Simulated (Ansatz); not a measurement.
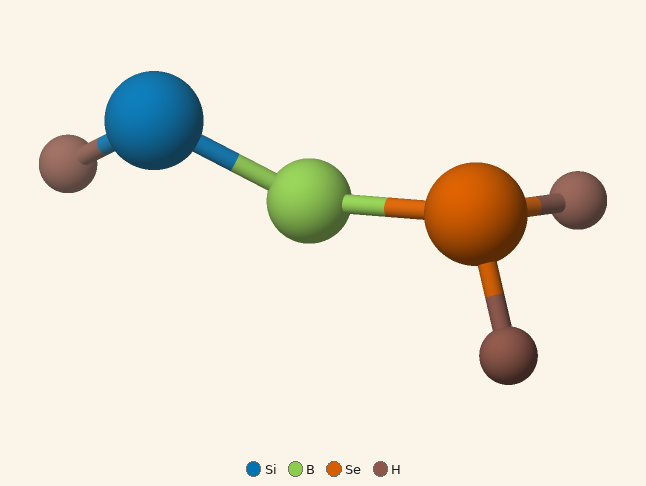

Description:

The molecule is BH₃SeSi. Coordination: 1 Si bent; 1 B bent; 1 Se trigonal pyramidal.

More results for the same structure follow; atom numbers are the same in all pictures, views and colours differ. Computed geometry: PBE0-D4/def2-TZVP optimisation. No frequency run is at hand to confirm it as a minimum.

**Electronic properties**

No frequency run is at hand to confirm it as a minimum. Level of theory: RKS PBE0-D4/def2-TZVPP (Ansatz 0.2.0).

Computed properties:

- HOMO energy (Kohn–Sham orbital): −5.42 eV
- LUMO energy (Kohn–Sham orbital): −2.12 eV
- HOMO–LUMO gap: 3.31 eV

**Dipole moment**

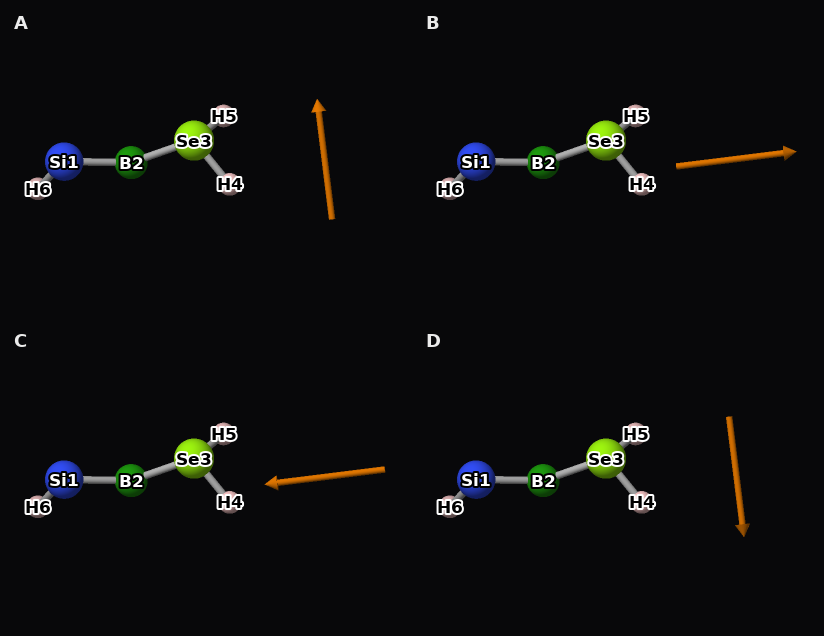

The same molecule four times, each with an arrow. No frequency run is at hand to confirm it as a minimum. Properties computed with RKS PBE0-D4/def2-TZVP (Ansatz 0.2.0).

Which arrow points along the dipole moment, from the negative to the positive end?

B. The dipole moment is 4.95 D; it points from the side of H6 to the side of H4, H5 (the outermost atoms at the two ends).

**Charges**

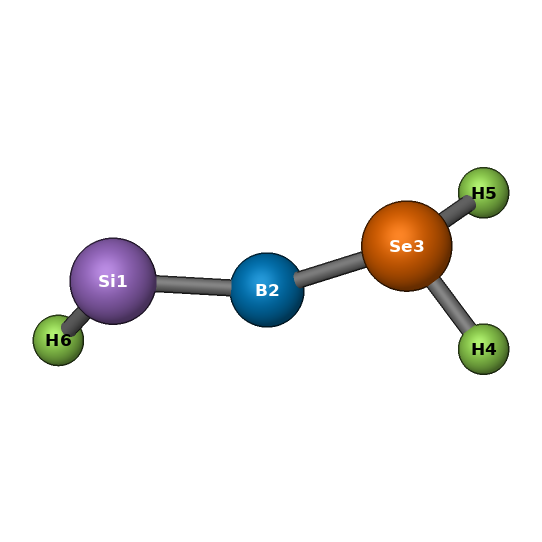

The questions are on Mulliken charges. No frequency run is at hand to confirm it as a minimum. Method: RKS PBE0-D4/def2-TZVP (Ansatz 0.2.0).

Give the Mulliken charges atom by atom.

| atom | value (e) |
| --- | --- |
| Si1 | −0.21 |
| B2 | −0.19 |
| Se3 | 0.11 |
| H4 | 0.14 |
| H5 | 0.14 |
| H6 | 0.01 |

Mulliken values depend strongly on the basis set and can even reverse the polarity of a bond.
